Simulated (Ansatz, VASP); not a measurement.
**C (Diamond) in two plane-wave programs**

One calculation is typed for both programs; each brings its own data sets and cutoff. How far apart do they land?

Program: Ansatz 0.2.0. Level of theory: plane waves, with VASP 6.6.1 beside it; relaxation of cell and atoms at r2SCAN. Results are calculated unless marked as measured.

### 1. Set-up

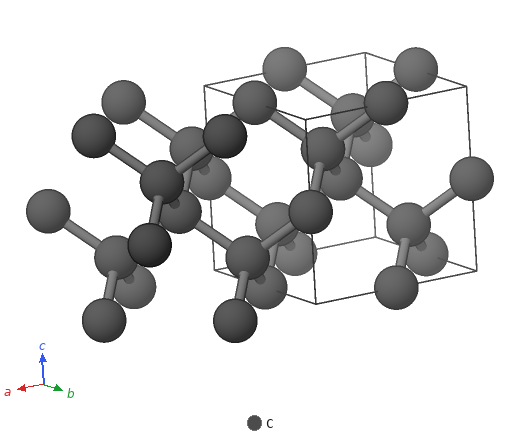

The starting structure, seen from a free direction (carbon dark grey). 2×1×1 cells are drawn. This picture shows the conventional cell, with its axes. Some periodic images of atoms are drawn too.

### 2. VASP: relaxation of cell and atoms, r2SCAN

The relaxed volume is the usual yardstick between codes: its relative difference is about their pressure difference at one cell divided by the bulk modulus.

Lines of VASP's logs that name or quote its potential files are left out, and so is its time.

INCAR reads:

```
SYSTEM = C
PREC = Accurate
ENCUT = 560
EDIFF = 1E-06
NELM = 100
ISMEAR = -1
SIGMA = 0.05
LREAL = .FALSE.
ALGO = Normal
METAGGA = R2SCAN
LASPH = .TRUE.
NBANDS = 10
LORBIT = 11
LWAVE = .FALSE.
LCHARG = .FALSE.
KPAR = 2
IBRION = 2
NSW = 60
ISIF = 3
EDIFFG = -0.01
```

POSCAR reads:

```
C
1.0
    0.0000000000      1.7833700000      1.7833700000
    1.7833700000      0.0000000000      1.7833700000
    1.7833700000      1.7833700000      0.0000000000
C
2
Direct
    0.0000000000      0.0000000000      0.0000000000
    0.2500000000      0.2500000000      0.2500000000
```

KPOINTS reads:

```
Automatic mesh
0
Gamma
11 11 11
0 0 0
```

PAW data sets: C (PBE family, release 64).

The run is started by

```bash
$ mpirun -np 2 vasp_std
```

Numbers of over 12 decimals in the logs are rounded to 6 here.

The program printed:

```text
[banner, memory and clock lines left out]
running    2 mpi-ranks, on    1 nodes
 distrk:  each k-point on    1 cores,    2 groups
 distr:  one band on    1 cores,    1 groups

 POSCAR found type information on POSCAR C
 POSCAR found :  1 types and       2 ions
|                                                                             |
|               ----> ADVICE to this user running VASP <----                  |
|                                                                             |
|     You enforced a specific xc type in the INCAR file but a different       |
|     [... a line on the potential file left out ...]
|     I HOPE YOU KNOW WHAT YOU ARE DOING!                                     |
|                                                                             |

 LDA part: xc-table for (None), standard interpolation
 POSCAR, INCAR and KPOINTS ok, starting setup
 FFT: planning ... GRIDC
 FFT: planning ... GRID_SOFT
 FFT: planning ... GRID
 WAVECAR not read
 entering main loop
       N       E                     dE             d eps       ncg     rms          rms(c)
DAV:   1    -0.342981013834E+00   -0.34298E+00   -0.53089E+03  1138   0.869E+02
DAV:   2    -0.215781514683E+02   -0.21235E+02   -0.20544E+02  1514   0.135E+02
DAV:   3    -0.219467572174E+02   -0.36861E+00   -0.36745E+00  1346   0.148E+01
DAV:   4    -0.219474412707E+02   -0.68405E-03   -0.68401E-03  1230   0.714E-01
DAV:   5    -0.219474421327E+02   -0.86203E-06   -0.86201E-06  1262   0.248E-02    0.511E+00
DAV:   6    -0.197555487866E+02    0.21919E+01   -0.26431E-01  1232   0.407E+00    0.381E+00
DAV:   7    -0.196586716550E+02    0.96877E-01   -0.25800E-01  1218   0.392E+00    0.758E-01
DAV:   8    -0.196595533027E+02   -0.88165E-03   -0.36436E-03  1248   0.573E-01    0.397E-01
DAV:   9    -0.196599088880E+02   -0.35559E-03   -0.15656E-04  1188   0.159E-01    0.121E-02
DAV:  10    -0.196599092136E+02   -0.32555E-06   -0.28491E-06  1340   0.148E-02
   1 F= -.19659909E+02 E0= -.19659909E+02  d E =-.196599E+02
 curvature:   0.00 expect dE= 0.000E+00 dE for cont linesearch  0.000E+00
 trial: gam= 0.00000 g(F)=  0.331E-48 g(S)=  0.105E-02 ort = 0.000E+00 (trialstep = 0.100E+01)
 search vector abs. value=  0.105E-02
 bond charge predicted
       N       E                     dE             d eps       ncg     rms          rms(c)
DAV:   1    -0.196596696345E+02    0.23925E-03   -0.19182E-02  1206   0.123E+00    0.112E-01
DAV:   2    -0.196598330323E+02   -0.16340E-03   -0.37367E-04  1170   0.179E-01    0.737E-02
DAV:   3    -0.196597939028E+02    0.39129E-04   -0.78314E-05  1188   0.697E-02    0.774E-03
DAV:   4    -0.196597950424E+02   -0.11396E-05   -0.12845E-06  1184   0.115E-02    0.261E-03
DAV:   5    -0.196597954494E+02   -0.40699E-06   -0.51752E-08   572   0.256E-03
   2 F= -.19659795E+02 E0= -.19659795E+02  d E =0.113764E-03
 trial-energy change:    0.000114  1 .order    0.000138   -0.001051    0.001328
 step:   0.4572(harm=  0.4420)  dis= 0.00000  next Energy=   -19.660152 (dE=-0.243E-03)
 bond charge predicted
       N       E                     dE             d eps       ncg     rms          rms(c)
DAV:   1    -0.196601211357E+02   -0.32609E-03   -0.55809E-03  1198   0.661E-01    0.606E-02
DAV:   2    -0.196601720980E+02   -0.50962E-04   -0.11037E-04  1166   0.971E-02    0.399E-02
DAV:   3    -0.196601567277E+02    0.15370E-04   -0.22652E-05  1184   0.375E-02    0.426E-03
DAV:   4    -0.196601564249E+02    0.30281E-06   -0.37072E-07   708   0.624E-03
   3 F= -.19660156E+02 E0= -.19660156E+02  d E =-.247211E-03
 curvature:  -0.22 expect dE=-0.192E-07 dE for cont linesearch -0.192E-07
 trial: gam= 0.00000 g(F)=  0.168E-46 g(S)=  0.868E-07 ort =-0.955E-05 (trialstep = 0.891E+00)
 search vector abs. value=  0.869E-07
 reached required accuracy - stopping structural energy minimisation
```

From OUTCAR (step 2):

```text
ion  position               nearest neighbor table
   1  0.000  0.000  0.000-   2 1.54   2 1.54   2 1.54   2 1.54
   2  0.250  0.250  0.250-   1 1.54   1 1.54   1 1.54   1 1.54

  LATTYP: Found a face centered cubic cell.
 ALAT       =     3.5667400000

 Subroutine GETGRP returns: Found 48 space group operations
 (whereof 24 operations were pure point group operations)

The static configuration has the point symmetry T_d .
 The point group associated with its full space group is O_h .

 Found     56 irreducible k-points:

   k-points           NKPTS =     56   k-points in BZ     NKDIM =     56   number of bands    NBANDS=     10

   dimension x,y,z NGX =    20 NGY =   20 NGZ =   20
   dimension x,y,z NGXF=    40 NGYF=   40 NGZF=   40

   ENCUT  =  560.0 eV  41.16 Ry    6.42 a.u.   4.87  4.87  4.87*2*pi/ulx,y,z

   NELECT =       8.0000    total number of electrons

 k-points in reciprocal lattice and weights: Automatic mesh
   0.00000000  0.00000000  0.00000000       0.001
   0.09090909  0.00000000  0.00000000       0.006
   0.18181818  0.00000000  0.00000000       0.006
   0.27272727  0.00000000  0.00000000       0.006
   0.36363636  0.00000000  0.00000000       0.006
   0.45454545  0.00000000  0.00000000       0.006
   0.09090909  0.09090909  0.00000000       0.005
   0.18181818  0.09090909  0.00000000       0.018
   0.27272727  0.09090909  0.00000000       0.018
[...]
-0.36363636  0.45454545  0.18181818       0.018
  -0.27272727  0.45454545  0.18181818       0.018

 average (electrostatic) potential at core
       1 -47.3865       2 -47.3865

 E-fermi :  10.8238

 k-point     1 :       0.0000    0.0000    0.0000
  band No.  band energies     occupation
      1     -12.9801      2.00000
      2       9.7703      2.00000
      3       9.7703      2.00000
      4       9.7703      2.00000
      5      15.6168      0.00000
      6      15.6168      0.00000
      7      15.6168      0.00000
      8      23.6838      0.00000
      9      30.2198      0.00000
    ...

 k-point     2 :       0.0909    0.0000    0.0000
  band No.  band energies     occupation
      1     -12.7405      2.00000
      2       8.2361      2.00000
      3       9.3652      2.00000
      4       9.3652      2.00000
      5      16.1485      0.00000
      6      16.1485      0.00000
      7      16.5000      0.00000
      8      23.9223      0.00000
      9      30.6238      0.00000
    ...

 k-point     3 :       0.1818    0.0000    0.0000
  band No.  band energies     occupation
      1     -12.0252      2.00000
      2       5.2107      2.00000
      3       8.5283      2.00000
      4       8.5283      2.00000
      5      17.2408      0.00000
      6      17.2408      0.00000
      7      17.7055      0.00000
      8      24.5990      0.00000
      9      31.3976      0.00000
    ...

  Total        0.0010952      0.0010952      0.0010952      0.0000000      0.0000000      0.0000000
  in kB        0.1553077      0.1553077      0.1553077      0.0000000      0.0000000      0.0000000
  external PRESSURE =       0.1553077 kB  Pullay stress =       0.0000000 kB

  energy-cutoff  :      560.00
  volume of cell :       11.30
      direct lattice vectors                 reciprocal lattice vectors
    -0.000000000  1.780999490  1.780999490    -0.280741237  0.280741237  0.280741237
     1.780999490 -0.000000000  1.780999490     0.280741237 -0.280741237  0.280741237
     1.780999490  1.780999490  0.000000000     0.280741237  0.280741237 -0.280741237

 POSITION                                       TOTAL-FORCE (eV/Angst)
 -----------------------------------------------------------------------------------
      0.00000      0.00000      0.00000         0.000000      0.000000     -0.000000
      0.89050      0.89050      0.89050        -0.000000     -0.000000      0.000000
 -----------------------------------------------------------------------------------
    total drift:                                0.000000      0.000000      0.000000

  FREE ENERGIE OF THE ION-ELECTRON SYSTEM (eV)
  ---------------------------------------------------
  free  energy   TOTEN  =       -19.6601564249 eV

  energy  without entropy=      -19.6601564249  energy(sigma->0) =      -19.66015642

 reached required accuracy - stopping structural energy minimisation

 total charge
# of ion       s       p       d       tot
------------------------------------------
    1        0.845   1.743   0.000   2.588
    2        0.845   1.743   0.000   2.588
--------------------------------------------------
tot          1.690   3.486   0.000   5.175

[... 3 further parts left out ...]
```

CONTCAR:

```
C
   1.00000000000000
    -0.0000000000000000    1.7809994896737433    1.7809994896737433
     1.7809994896737433   -0.0000000000000000    1.7809994896737433
     1.7809994896737433    1.7809994896737433    0.0000000000000000
  C
     2
Direct
     0.0000000000000000    0.0000000000000000    0.0000000000000000
     0.2500000000000000    0.2500000000000000    0.2500000000000000
```

### 3. Ansatz: relaxation of cell and atoms, r2SCAN

Ansatz runs on its default PAW (the set named soft_2) files.

The same cell, functional, mesh and smearing now go to Ansatz, which takes its cutoff from its data sets.

input.yaml reads:

```yaml
crystal:
  lattice:
    - [0.0, 1.78337, 1.78337]
    - [1.78337, 0.0, 1.78337]
    - [1.78337, 1.78337, 0.0]
  atoms:
    - { symbol: C, position: [0.0, 0.0, 0.0] }
    - { symbol: C, position: [0.25, 0.25, 0.25] }
hamiltonian:
  xc: r2scan
  pseudopotentials: { kind: paw }
kpoints:
  mp_grid: { grid: [11, 11, 11] }
scf:
  occupations: { method: fermi_dirac, width: 0.05 }
relax:
  f_tol: 0.01
  max_steps: 60
  cell: { stress_tol: 0.05 }
output:
  forces: true
  stress: true
```

The run is started by

```bash
$ ansatz run input.yaml --threads 4 --pin off --max-ram 9216MiB --backend cpu --events-out ev --progress --plain --runs-dir out
```

The program printed:

```text
Engine: ansatz 0.2.0, x86_64-unknown-linux-gnu
Pseudopotentials: kind: paw
Pseudopotential: C, paw, valence charge 4, recommended cutoff 500 eV (meta_gga), C.paw.azcp
Functional definition: r2SCAN
  parameter k0 = 0.174
  parameter k1 = 0.065
  parameter a1 = 4.9479
  exchange = r2scan_x(k0 = k0, k1 = k1, a1 = a1)
  correlation = r2scan_c
Crystal: 2 atoms, lattice volume = 11.344 Å³
Basis set: ecut = 500 eV, 283 PW (Γ), exchange–correlation on 80×80×80 points (64 copies of the dense FFT grid, shifted against one another)
Bands: 8, of which v1, the nominal top of the filled ones, is band 4 counted from 1 (3 counted from 0)
Symmetry: 48 space group operations
Space group: Fd-3m (ITA 227), of the structure as read, at distance tolerance 2.2e-5 Å
k-points: 56 of 1331
Non-local potential: C, projectors of the file, l = 0: 2, l = 1: 2, l = 2: 1
PAW form: soft (Blöchl's): semilocal exchange-correlation on the pseudo side does not see the compensation charge
PAW frozen core: C, regenerated for the run's functional (the file was generated under x = pbe(κ = 0.804, μ = 0.219515), c = pbe(β = 0.066725))
PAW one-centre angular grid: C, 302 points (default); XC on 239 of its mesh's 2573 points in the sphere
Initial density: superposition of atomic densities (neutral atoms: chi_scale 0, normalization atom), corrected by the library's trained network
Initial wavefunctions: pseudopotential atomic-orbital guess
Functional: x = r2scan, c = r2scan; τ floored in thin density (d = 2e-4 eV/Å³)
SCF iter   1: F=—  HF=-503.055265 eV  |F-HF|=—  |Δ(HF+E_count)|=         —  Δρ=8.85e-3  dr2=2.39e-3  dr2_τ=3.81e-1  ethr=1.77e-3  ⟨swp⟩=5.0  Hψ=3002  notcnv=0
preconditioner: auto → none  [insulator: Δε(μ)=4.290 eV  Ē_g=20.784 eV  σ=0.050 eV  W_gap=1.00  n_scr=0 (ndim 8)  ℏωp=31.2 eV  f_vac=0.000  D(μ)=0.00/eV (n_scr^D=0)  ε∞_Penn≈3.3]
SCF iter   2: F=—  HF=-503.110984 eV  |F-HF|=—  |Δ(HF+E_count)|=   5.57e-2  Δρ=5.57e-3  dr2=9.73e-4  dr2_τ=5.75e-5  ethr=2.98e-5  ⟨swp⟩=2.0  Hψ=1344  notcnv=0
SCF iter   3: F=—  HF=-503.111010 eV  |F-HF|=—  |Δ(HF+E_count)|=   2.62e-5  Δρ=1.87e-3  dr2=1.18e-4  dr2_τ=1.62e-5  ethr=1.22e-5  ⟨swp⟩=2.0  Hψ=639  notcnv=0
SCF iter   4: F=—  HF=-503.111043 eV  |F-HF|=—  |Δ(HF+E_count)|=   3.33e-5  Δρ=3.84e-4  dr2=4.98e-6  dr2_τ=3.20e-7  ethr=1.47e-6  ⟨swp⟩=1.4  Hψ=509  notcnv=0
SCF iter   5: F=—  HF=-503.111043 eV  |F-HF|=—  |Δ(HF+E_count)|=   8.64e-8  Δρ=9.16e-5  dr2=2.86e-7  dr2_τ=3.11e-8  ethr=6.22e-8  ⟨swp⟩=1.6  Hψ=533  notcnv=0
SCF iter   6: F=-503.111044 eV  HF=-503.111044 eV  |F-HF|=8.51e-10  |Δ(HF+E_count)|=   1.71e-7  Δρ=5.61e-6  dr2=1.02e-9  dr2_τ=1.46e-10  ethr=1.25e-9  ⟨swp⟩=4.1  Hψ=1351  notcnv=0
SCF 1 converged in 6 iterations: F = -503.111044 eV  dr2 = 1.02e-9
  greatest PAW one-centre occupation: 0.658 electrons in one spin orbital (limit 2), on the C atom at site 1 (counted from 0), in its partial waves of l = 0
relax step   1: F+E_penalty+E_count = -503.11104356 eV  Δ(F+E_penalty+E_count) = +0.000e0 eV  max|allowed force component| = 2.776e-17 eV/Å  Δτ_max = 0.0000 Å  P = -2.422 GPa  Ω = 11.344 Å³  (6 SCF iters, dr2 threshold 1.00e-7 eV, accepted)
[...]
relax step   2: F+E_penalty+E_count = -503.11145743 eV  Δ(F+E_penalty+E_count) = -4.139e-4 eV  max|allowed force component| = 1.850e-16 eV/Å  Δτ_max = 0.0000 Å  P = -0.942 GPa  Ω = 11.306 Å³  energy of the carried Pulay correction = +1.772e-5 eV  (3 SCF iters, dr2 threshold 2.00e-7 eV, accepted)
[...]
relax step   3: F+E_penalty+E_count = -503.11153913 eV  Δ(F+E_penalty+E_count) = -8.170e-5 eV  max|allowed force component| = 5.782e-17 eV/Å  Δτ_max = 0.0000 Å  P = +0.003 GPa  Ω = 11.282 Å³  energy of the carried Pulay correction = +2.897e-5 eV  (3 SCF iters, dr2 threshold 2.00e-7 eV, accepted)
[...]
relax step   4: F+E_penalty+E_count = -503.11150551 eV  Δ(F+E_penalty+E_count) = +3.362e-5 eV  max|allowed force component| = 9.252e-17 eV/Å  Δτ_max = 0.0000 Å  P = +0.006 GPa  Ω = 11.282 Å³  stress off target by 6.20e-3 GPa  SCF on the basis re-selected at this cell (its energy is not comparable with the rows above)  (3 SCF iters)
basis re-selected at this cell: Δ(F+E_penalty+E_count) = +3.362e-5 eV, ΔP = +0.003 GPa vs the last step (what re-selecting the basis moved, of the pressure what is left beyond the Pulay correction that the steps carried, after the strain that the cell walked since its last selection, with what the two solves' SCF thresholds leave and, on support functions, any second-order correction that the steps lacked; it is no m [...]
SCF converged after 3 iterations
Free energy (F): -503.111506 eV
Harris-Foulkes:  -503.111506 eV  (|F-HF|=4.29e-11)
Internal energy: -503.111506 eV  (E = F + TS)
E sigma→0 (E₀):  -503.111506 eV
Fermi energy:    15.549960 eV
--- Per-component energies (eV) ---
  E_band       = 30.778782
  E_kinetic    = 184.519486
  E_local      = -120.752066  (includes V_loc(G=0)·N_el)
  E_nonlocal   = 52.587043
  E_hartree    = 26.605682
  E_xc         = -95.961523
  E_vxc        = -132.608682  (∫ρ·V_xc dr)
  E_paw        = -201.467985  (= ΣΔE_a)
  E_vpaw       = -13.175473  (= ΣTr[D̂ρ^β])
  E_aug_tail   = 0.000008  (compensation charges beyond the density's cutoff)
  E_vtau       = 6.997115  (kinetic-family band-sum trace: ∫τ·v_τ [+ j·A + Jᵃ·Aᵃ] dr)
  E_ewald      = -348.592602
  E_core_change = -0.049547  (= ΣΔE_core)
  E_smearing   = -0.000000  (= −TS)
  E_closure    = -0.000000  (closes the sum)
  Σ components = -503.111506   (vs F -503.111506, Δ=0.00e0)
--- Forces (eV/Å), atoms counted from 1 ---
  atom   1  C      0.00000000     0.00000000    -0.00000000
  atom   2  C     -0.00000000    -0.00000000     0.00000000
  max |Σ_I F_I| component: 1.85e-16 eV/Å
--- Stress (GPa, compression-positive) ---
        0.006201      -0.000000      -0.000000
       -0.000000       0.006201      -0.000000
       -0.000000      -0.000000       0.006201
  P = ⅓ Tr σ = 0.0062 GPa (0.062 kbar)
--- Relaxed structure (3 steps of the walk, 3 accepted, 1 SCFs on fresh bases) ---
  F+E_penalty+E_count = -503.11150551 eV   max|allowed force component| = 9.252e-17 eV/Å   (the final SCF, on the basis selected at the relaxed cell)
  cell:  # Å, volume = 11.2822 Å³
    - [0, 1.780141, 1.780141]
    - [1.780141, 0, 1.780141]
    - [1.780141, 1.780141, 0]
  atoms:
    - { symbol: C, position: [0, 0, 0] }
    - { symbol: C, position: [0.25, 0.25, 0.25] }
```

It took 0.88 s on 4 threads of Intel Xeon Platinum 8488C (Sapphire Rapids), shared host; peak memory 0.36 GiB.

### 4. Comparison

Known differences besides the PAW data sets themselves: VASP keeps PBE cores, Ansatz makes them for the functional; both relaxations stop at a tolerance, which leaves soft axes loose, and VASP keeps its plane-wave basis; the cutoff is 500 eV in Ansatz and 560 eV in VASP; Ansatz adds a Pulay correction to the stress that steers its cell, VASP none. Total energies have different zeros and are not compared.

Compared:

| quantity | Ansatz | VASP | difference |
| --- | --- | --- | --- |
| volume (Å³) | 11.28 | 11.30 | -0.14 % |
| edge a after relaxation, in the typed setting (Å) | 2.518 | 2.519 | -0.05 % |

The walks stopped with 0.01 GPa left in Ansatz and 0.02 GPa in VASP; each walk ends within a tolerance, so the volume difference is uncertain by about these residues over the bulk modulus, most in soft cells.

### 5. Outcome

```yaml
difference_in_volume_relaxation_of_cell_and_atoms_r2scan: -0.14 %
```

The difference in volume is -0.14 % (relaxation of cell and atoms, r2SCAN), within the 1.2 % picked in this series as the mark of a large difference, as far as the stopping tolerances let one tell. How closely two codes agree says nothing of how well the functional describes the real material.

[Lines on the potential files, build, host, timing and source positions are cut from VASP's logs without a mark.]

[Logs are printed without paths, hosts, clocks, repeated set-up lines and the standing remarks that a program may print on its own settings, such as how far it seeks lower states.]

[Hosts, paths, dates, database ids (printed as entryN), source tags and the programs' standing remarks are cut or masked in the printed files.]
